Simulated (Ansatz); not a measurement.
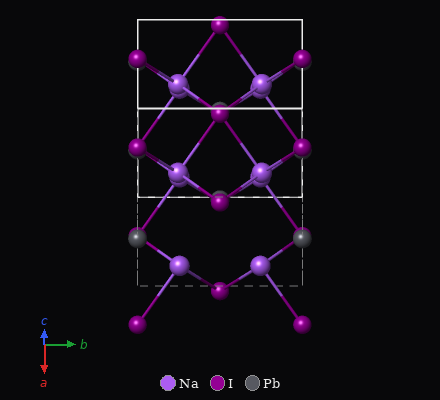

The structure, seen along [101]; the drawing may span several cells.

Given this structure, the geometry relaxed with DFT, PAW plane waves, pbe in Ansatz 0.2.0; the starting structure was generated, so it need not be a known form of this composition, written in its standard cell:

```
CELL_PARAMETERS angstrom
3.97617 0.00000 0.00000
0.00000 6.84794 0.00000
0.00000 0.00000 9.79931
ATOMIC_POSITIONS crystal
Na 0.00000 0.74548 0.22461
Na 0.50000 0.75452 0.77539
Na 0.00000 0.25452 0.22461
Na 0.50000 0.24548 0.77539
I 0.00000 0.50000 0.94009
I 0.50000 0.00000 0.05991
Pb 0.50000 0.50000 0.47028
Pb 0.00000 0.00000 0.52972
```

Q: What does the kinematic electron diffraction pattern along [101] look like at 200 kV (B = 0.5 Å²)?

A: The spots form a rectangular net whose two shortest vectors correspond to d = 6.85 Å and 3.68 Å, 90.0° apart. They are 0 1 0 (itself extinct) and 1 0 -1 (itself too weak to see). The pattern has symmetry 2mm. A screw axis and a glide plane both extinguish reflections such as 0 1 0, 0 3 0, 0 5 0; reflections such as 1 0 -1, 1 -4 -1, 1 4 -1 are allowed but too weak to see at this display level.

Strongest reflections with d > 1.05 Å, one of each family (|F|² from tabulated Gaussian fits of the electron scattering factors, times a small damping for the curvature of the Ewald sphere):

```csv
hkl,d (Å),I (strongest = 100)
1 1 -1,3.245,100
0 2 0,3.424,64
0 4 0,1.712,57
1 3 -1,1.940,45
2 2 -2,1.622,38
1 2 -1,2.508,19
```

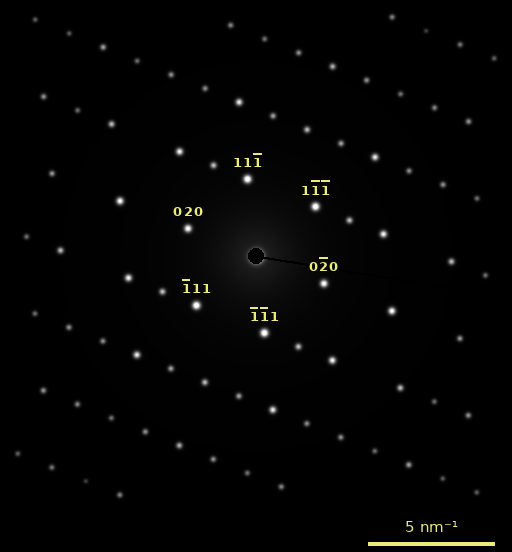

Calculated pattern, seen from the source side with [101] pointing towards the source.
